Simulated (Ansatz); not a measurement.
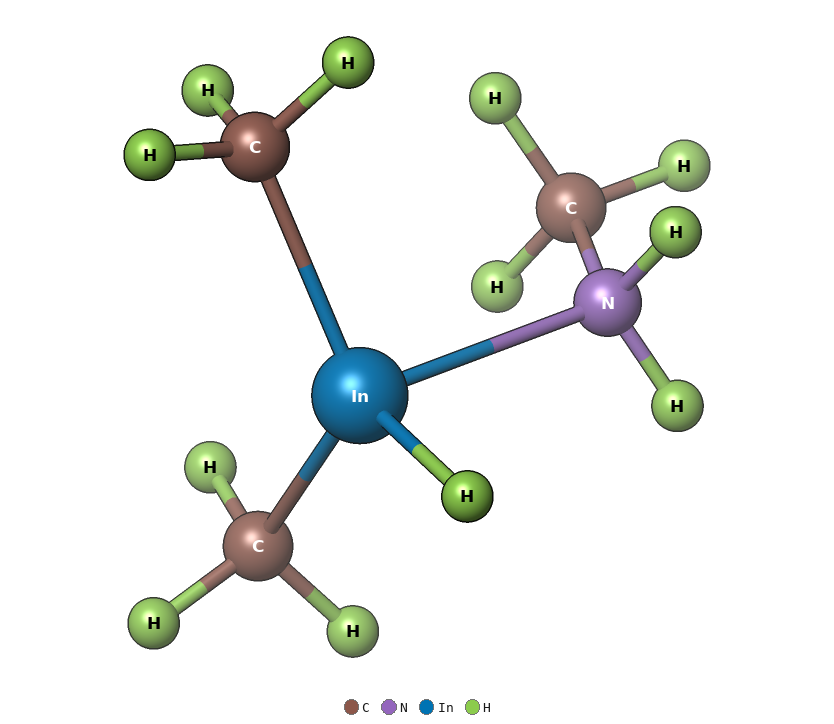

Distant atoms are faded towards the background colour. The geometry was computed by an optimisation with PBE0-D4/def2-TZVP. No frequency run is at hand to confirm it as a minimum.

Question: List the symmetry elements and name the point group.

Answer: It has 1 mirror plane, so the point group is Cs. The group has 2 operations. The geometry is achiral, and symmetry allows a dipole moment.
